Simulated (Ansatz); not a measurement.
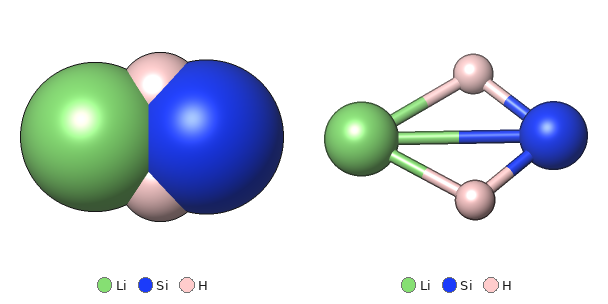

The same structure drawn twice, from different directions.

The species has charge +1 and is a spin singlet. The computed structure is the end point of a PBE-D4/def2-SVP optimisation. No frequency run is at hand to confirm it as a minimum.

Give the formula.

H₂LiSi⁺, 4 atoms: 2 hydrogen, 1 lithium and 1 silicon.

How many atoms are distinct by symmetry?

3: 1 Li, 1 Si, 2 H.
